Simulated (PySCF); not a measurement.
# C$_{5}$H$_{13}$BOS (SMILES COCSCB(C)C): what the fields show

```yaml
atoms:
  - { symbol: C, position_ang: [3.3930, 0.2321, 0.4246] }
  - { symbol: O, position_ang: [2.2789, -0.6317, 0.4716] }
  - { symbol: C, position_ang: [1.5029, -0.6132, -0.6718] }
  - { symbol: S, position_ang: [0.5881, 0.9629, -0.9094] }
  - { symbol: C, position_ang: [-0.3942, 0.9962, 0.6546] }
  - { symbol: B, position_ang: [-1.6687, 0.1296, 0.3115] }
  - { symbol: C, position_ang: [-1.7314, -1.3992, 0.6917] }
  - { symbol: C, position_ang: [-2.8488, 0.8134, -0.4784] }
  - { symbol: H, position_ang: [3.0758, 1.2723, 0.2978] }
  - { symbol: H, position_ang: [4.0607, -0.0381, -0.4010] }
  - { symbol: H, position_ang: [3.9130, 0.1174, 1.3726] }
  - { symbol: H, position_ang: [2.0976, -0.7312, -1.5863] }
  - { symbol: H, position_ang: [0.7749, -1.4185, -0.5829] }
  - { symbol: H, position_ang: [0.2753, 0.6174, 1.4257] }
  - { symbol: H, position_ang: [-0.5756, 2.0547, 0.8333] }
  - { symbol: H, position_ang: [-2.5866, -1.5768, 1.3443] }
  - { symbol: H, position_ang: [-0.8496, -1.7773, 1.2048] }
  - { symbol: H, position_ang: [-1.9040, -2.0202, -0.1878] }
  - { symbol: H, position_ang: [-3.6891, 0.1535, -0.6779] }
  - { symbol: H, position_ang: [-2.4913, 1.1892, -1.4366] }
  - { symbol: H, position_ang: [-3.2296, 1.6843, 0.0536] }
```

Geometry: GFN2-xTB.

Theory: PBE0/pcSseg-1, SCF density, gas phase, non-relativistic (PySCF 2.14.0).

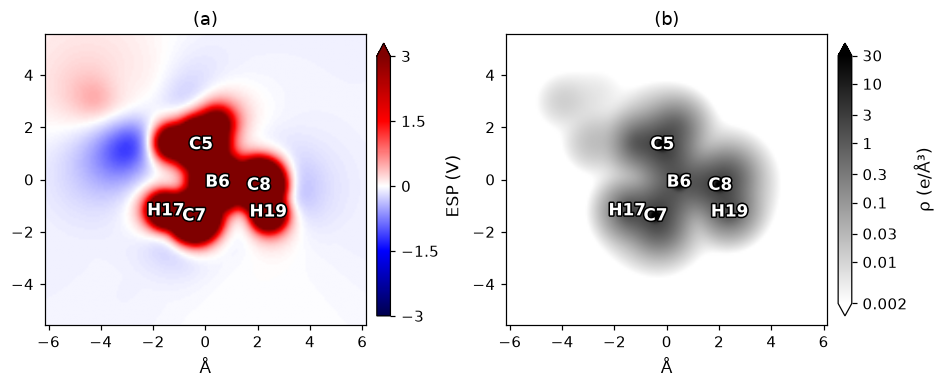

Figure 1. (a) molecular electrostatic potential; (b) electron density on the plane of atoms C5, B6 and C7.

**What do the fields say about this system?**

The section cuts through C, B and H sites.
C–B (1.58 Å): the density is about 1.4 e/Å³ at the midpoint.
C–H (1.09 Å): ρ at the midpoint is about 1.9 e/Å³.
Outside the dense part of the molecule the potential is most negative (−1.1 V) near O2, which lies off the plane.

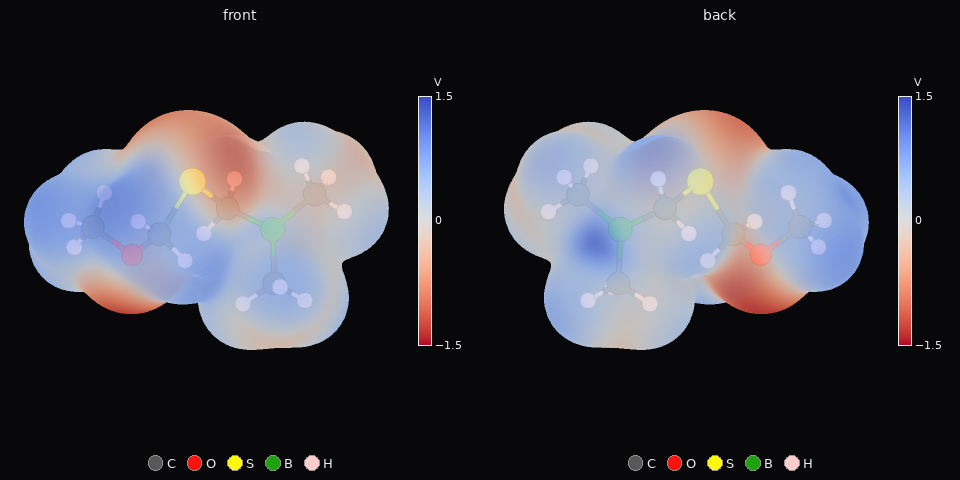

Figure 2. The molecular electrostatic potential painted on the density surface at 0.002 e/bohr³, seen from the front and from behind; red is negative and blue positive.

**Describe the electrostatic potential map.**

The most negative region (about −1.3 V, or −30 kcal/mol for a unit charge) lies over O2, the most positive (about +1.0 V, or +23 kcal/mol for a unit charge) over B6 and H12. O2 is the likeliest acceptor of a hydrogen bond.

**How polar is the molecule by this calculation?**

Its dipole moment is 0.87 D.

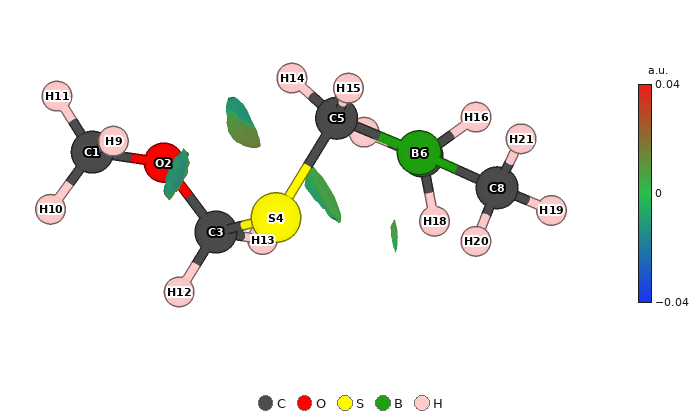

Figure 3. Non-covalent interaction (NCI) plot: the surface where the reduced density gradient is 0.5, for densities under 0.05 a.u., coloured by sign(λ₂)ρ; seen from one side.

**Identify the weak interactions.**

- Between H13 on one side and C7 and H17 on the other: a weak contact, attractive (blue-green) on one side and crowded (olive to red) on the other
- Between H9 and C1 on one side and S4 on the other: a weak contact, attractive (blue-green) on one side and crowded (olive to red) on the other
- Between H20 and C8 on one side and S4 on the other: a weak contact (green)
- Near H14, O2 and C5: mostly steric crowding (olive to red)
